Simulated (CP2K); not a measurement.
**B3LYP/6-31G(d) (spherical functions) run of BNH6 (SMILES [BH3-][NH3+])**

Aim: the energy change on altering one bond length of BNH6 at B3LYP/6-31G* (spherical functions), from 2 runs. 

The calculation is run with CP2K 2026.2.

2 further runs of the same task are left out: 2 set aside as unsound or not needed.

## (1) The structure to begin with

BNH6: 8 atoms, total charge 0, spin state singlet. As SMILES, `[BH3-][NH3+]`. The coordinates come from a PBE0-D4/def2-TZVP relaxation.

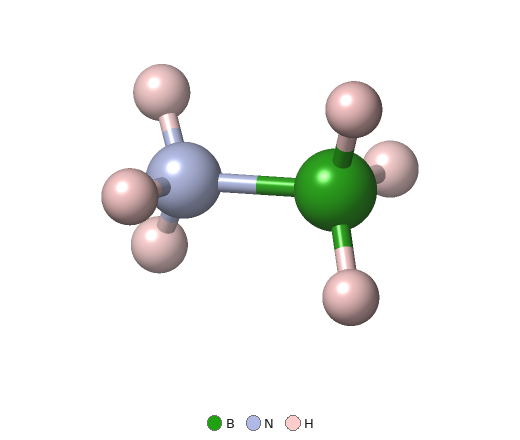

The structure, seen from a chosen angle (boron green, nitrogen light blue, hydrogen pink).

## (2) A single-point energy at B3LYP/6-31G(d) (spherical functions)

File mol.inp:

```
&GLOBAL
  PROJECT mol
  RUN_TYPE ENERGY
  PRINT_LEVEL MEDIUM
&END GLOBAL
&FORCE_EVAL
  METHOD QUICKSTEP
  &DFT
    BASIS_SET_FILE_NAME ./6_31gs.basis
    POTENTIAL_FILE_NAME POTENTIAL
    CHARGE 0
    MULTIPLICITY 1
    &QS
      METHOD GAPW
      EPS_DEFAULT 1.0E-10
    &END QS
    # real-space grids
    &MGRID
      CUTOFF 280
      REL_CUTOFF 50
      NGRIDS 4
    &END MGRID
    # no periodic images
    &POISSON
      PERIODIC NONE
      POISSON_SOLVER MULTIPOLE
    &END POISSON
    &SCF
      SCF_GUESS ATOMIC
      EPS_SCF 1.0E-06
      MAX_SCF 50
      &OT ON
        MINIMIZER DIIS
        PRECONDITIONER FULL_ALL
      &END OT
      &OUTER_SCF
        EPS_SCF 1.0E-06
        MAX_SCF 8
      &END OUTER_SCF
    &END SCF
    # exchange and correlation
    &XC
      &XC_FUNCTIONAL
        &HYB_GGA_XC_B3LYP
        &END HYB_GGA_XC_B3LYP
      &END XC_FUNCTIONAL
      # exact exchange
      &HF
        FRACTION 0.2
        &SCREENING
          EPS_SCHWARZ 1.0E-10
          SCREEN_ON_INITIAL_P F
        &END SCREENING
        &INTERACTION_POTENTIAL
          POTENTIAL_TYPE COULOMB
        &END INTERACTION_POTENTIAL
        &MEMORY
          MAX_MEMORY 1050
        &END MEMORY
      &END HF
    &END XC
    # extra output
    &PRINT
      &MOMENTS
        PERIODIC F
        REFERENCE COM
        MAX_MOMENT 1
      &END MOMENTS
      &MO_CUBES
        NLUMO 5
        NHOMO -1
        WRITE_CUBE F
      &END MO_CUBES
      &LOWDIN ON
      &END LOWDIN
      &HIRSHFELD OFF
      &END HIRSHFELD
      &MO_MOLDEN ON
        NDIGITS 8
        NLUMO 5
      &END MO_MOLDEN
    &END PRINT
  &END DFT
  # atoms, cell and kinds
  &SUBSYS
    # vacuum box
    &CELL
      ABC [angstrom] 9.5 9.1 9.9
      PERIODIC NONE
    &END CELL
    &COORD
      SCALED T
      B    0.48912632   0.52041209   0.42583333
      N    0.53100000   0.46481868   0.57806566
      H    0.50103158   0.41280769   0.35456061
      H    0.36898947   0.56424725   0.43474242
      H    0.57288421   0.61665385   0.39926768
      H    0.52408421   0.54856593   0.64543939
      H    0.63101053   0.42567582   0.58044949
      H    0.46568421   0.38334615   0.60925758
    &END COORD
    &KIND B
      BASIS_SET 6-31Gs
      POTENTIAL ALL
      LEBEDEV_GRID 194
      RADIAL_GRID 100
    &END KIND
    &KIND N
      BASIS_SET 6-31Gs
      POTENTIAL ALL
      LEBEDEV_GRID 194
      RADIAL_GRID 100
    &END KIND
    &KIND H
      BASIS_SET 6-31Gs
      POTENTIAL ALL
      LEBEDEV_GRID 194
      RADIAL_GRID 100
    &END KIND
  &END SUBSYS
&END FORCE_EVAL
```

Run with:

```sh
$ OMP_NUM_THREADS=1 cp2k.psmp -i mol.inp > mol.out 2>&1
```

The log of the run:

```text
CP2K| version string:                                       CP2K version 2026.2
[...]
 GLOBAL| Method name                                                        CP2K
[...]
 GLOBAL| Run type                                                         ENERGY
[...]
 DFT| Spin restricted Kohn-Sham (RKS) calculation                            RKS
 DFT| Multiplicity                                                             1
[...]
 DFT| Charge                                                                   0
[...]
 FUNCTIONAL| HYB_GGA_XC_B3LYP:
[...]
 QS| Method:                                                                GAPW
[...]
 QS| Density cutoff [a.u.]:                                                140.0
[...]
 QS| Relative density cutoff [a.u.]:                                        25.0
[...]
                             - Atoms:                                          8
[...]
                             - Spherical basis functions:                     40
[...]
 Number of electrons:                                                         18
[...]
     1 OT DIIS     0.15E+00    1.9     0.29663956       -79.5329770768 -7.95E+01
[...]
    18 OT DIIS     0.15E+00    1.0     0.00000094       -83.2109943144 -6.58E-10
  *** SCF run converged in    18 steps ***
[...]
  Overlap energy of the core charge distribution:               0.00001125859939
  Self energy of the core charge distribution:                -72.51475830520786
  Core Hamiltonian energy:                                    -10.59849509706978
  Hartree energy:                                              27.26960341140896
  Exchange-correlation energy:                                 -4.86314945246558
  Hartree-Fock Exchange energy:                                -2.52733525628582
[...]
                     Mulliken Population Analysis
 #  Atom  Element  Kind  Atomic population                           Net charge
       1     B        1          5.066208                             -0.066208
       2     N        2          7.778535                             -0.778535
       3     H        3          1.087676                             -0.087676
       4     H        3          1.087826                             -0.087826
       5     H        3          1.087566                             -0.087566
       6     H        3          0.630608                              0.369392
       7     H        3          0.630807                              0.369193
       8     H        3          0.630773                              0.369227
 # Total charge                             18.000000                 -0.000000
[...]
  Dipole moment [Debye]
    X=  0.1375451E+01 Y= -0.1750899E+01 Z=  0.5208098E+01  Total=      5.6640800
[...]
 HOMO - LUMO gap [eV] :    8.036340
 ENERGY| Total FORCE_EVAL ( QS ) energy [hartree]            -83.210994314418656
[...]
```

Run time: 22 s. Hardware: 1 thread of Arm Neoverse V1, shared host; peak memory 0.49 GiB.

## (3) The distorted shape at the same level

File job.inp:

```
&GLOBAL
   PROJECT job
   RUN_TYPE ENERGY
   PRINT_LEVEL MEDIUM
&END GLOBAL

&FORCE_EVAL
   METHOD QS
   &DFT
      BASIS_SET_FILE_NAME ./6_31gs.basis
      POTENTIAL_FILE_NAME POTENTIAL
      CHARGE 0
      MULTIPLICITY 1
      &QS
         METHOD GAPW
         EPS_DEFAULT 1.0E-10
      &END QS
      &MGRID
         CUTOFF 280
         REL_CUTOFF 50
         NGRIDS 4
      &END MGRID
      &POISSON
         PERIODIC NONE
         POISSON_SOLVER MULTIPOLE
      &END POISSON
      &SCF
         SCF_GUESS ATOMIC
         EPS_SCF 1.0E-07
         MAX_SCF 80
         ADDED_MOS 10
         &DIAGONALIZATION
            ALGORITHM STANDARD
         &END DIAGONALIZATION
         &MIXING
            METHOD DIRECT_P_MIXING
            ALPHA 0.4
         &END MIXING
      &END SCF
      &XC
         &XC_FUNCTIONAL
            &HYB_GGA_XC_B3LYP
            &END HYB_GGA_XC_B3LYP
         &END XC_FUNCTIONAL
         &HF
            FRACTION 0.2
            &SCREENING
               EPS_SCHWARZ 1.0E-10
               SCREEN_ON_INITIAL_P F
            &END SCREENING
            &INTERACTION_POTENTIAL
               POTENTIAL_TYPE COULOMB
            &END INTERACTION_POTENTIAL
            &MEMORY
               MAX_MEMORY 1050
            &END MEMORY
         &END HF
      &END XC
      &PRINT
         &MOMENTS
            PERIODIC F
            REFERENCE COM
            MAX_MOMENT 1
         &END MOMENTS
         &MO ON
            ENERGIES T
            OCCUPATION_NUMBERS T
            NDIGITS 6
            &EACH
               QS_SCF 0
            &END EACH
            ADD_LAST NUMERIC
         &END MO
         &LOWDIN ON
         &END LOWDIN
         &HIRSHFELD OFF
         &END HIRSHFELD
      &END PRINT
   &END DFT
   &SUBSYS
      &CELL
         ABC [angstrom] 9.5 9.3 10.2
         PERIODIC NONE
      &END CELL
      &COORD
         B     -0.247846     0.740367    -0.422624
         N      0.149954     0.234467     1.084476
         H     -0.078200    -0.728400    -1.481000
         H     -1.389146     1.139267    -0.334424
         H      0.547854     1.616167    -0.685624
         H      0.084254     0.996567     1.751476
         H      1.100054    -0.121733     1.108076
         H     -0.470546    -0.506933     1.393276
      &END COORD
      &TOPOLOGY
         &CENTER_COORDINATES
         &END CENTER_COORDINATES
      &END TOPOLOGY
      &KIND B
         BASIS_SET 6-31Gs
         POTENTIAL ALL
         LEBEDEV_GRID 194
         RADIAL_GRID 100
      &END KIND
      &KIND N
         BASIS_SET 6-31Gs
         POTENTIAL ALL
         LEBEDEV_GRID 194
         RADIAL_GRID 100
      &END KIND
      &KIND H
         BASIS_SET 6-31Gs
         POTENTIAL ALL
         LEBEDEV_GRID 194
         RADIAL_GRID 100
      &END KIND
   &END SUBSYS
&END FORCE_EVAL
```

Run with:

```sh
$ OMP_NUM_THREADS=1 cp2k.psmp -i job.inp -o job.out
```

The log of the run, shortened:

```text
CP2K| version string:                                       CP2K version 2026.2
[...]
 GLOBAL| Method name                                                        CP2K
[...]
 GLOBAL| Run type                                                         ENERGY
[...]
 DFT| Spin restricted Kohn-Sham (RKS) calculation                            RKS
 DFT| Multiplicity                                                             1
[...]
 DFT| Charge                                                                   0
[...]
 FUNCTIONAL| HYB_GGA_XC_B3LYP:
[...]
 QS| Method:                                                                GAPW
[...]
 QS| Density cutoff [a.u.]:                                                140.0
[...]
 QS| Relative density cutoff [a.u.]:                                        25.0
[...]
                             - Atoms:                                          8
[...]
                             - Spherical basis functions:                     40
[...]
 Number of electrons:                                                         18
[...]
     1 P_Mix/Diag. 0.40E+00    1.9     0.70461955       -83.2469634117 -8.32E+01
[...]
    13 DIIS/Diag.  0.16E-06    1.1     0.00000006       -83.1504326943 -2.30E-12
  *** SCF run converged in    13 steps ***
[...]
  Overlap energy of the core charge distribution:               0.00000769744627
  Self energy of the core charge distribution:                -72.51475830520786
  Core Hamiltonian energy:                                    -10.83180494691916
  Hartree energy:                                              27.48499019893302
  Exchange-correlation energy:                                 -4.77894375665475
  Hartree-Fock Exchange energy:                                -2.50316355288485
[...]
                     Mulliken Population Analysis
 #  Atom  Element  Kind  Atomic population                           Net charge
       1     B        1          4.990900                              0.009100
       2     N        2          7.778487                             -0.778487
       3     H        3          1.224116                             -0.224116
       4     H        3          1.069129                             -0.069129
[...]
  Dipole moment [Debye]
    X=  0.1267927E+01 Y= -0.6187760E+00 Z=  0.6152636E+01  Total=      6.3123252
 ENERGY| Total FORCE_EVAL ( QS ) energy [hartree]            -83.150432694334782
[...]
```

Run time: 16 s. Hardware: 1 thread of Arm Neoverse V1, shared host; peak memory 0.52 GiB.

## (4) Results

At B3LYP/6-31G* (spherical functions):

| quantity | value |
| --- | --- |
| first shape: total energy | -83.21099 Eh |
| first shape: dipole moment | 5.66 D |
| first shape: HOMO energy | -7.22 eV |
| first shape: LUMO energy | 0.81 eV |
| first shape: HOMO–LUMO gap | 8.04 eV |
| distorted shape: total energy | -83.15043 Eh |
| distorted shape: dipole moment | 6.31 D |
| distorted shape: HOMO energy | -5.88 eV |
| distorted shape: LUMO energy | 0.61 eV |
| distorted shape: HOMO–LUMO gap | 6.49 eV |
| energy change with the B1–H3 bond stretched from 1.212 to 1.818 Å | 1.648 eV |

**Reading.** With the B1–H3 bond stretched from 1.212 to 1.818 Å the energy rises by 1.65 eV (38 kcal/mol). The first shape isn't relaxed at this level, so the change isn't measured from a minimum.
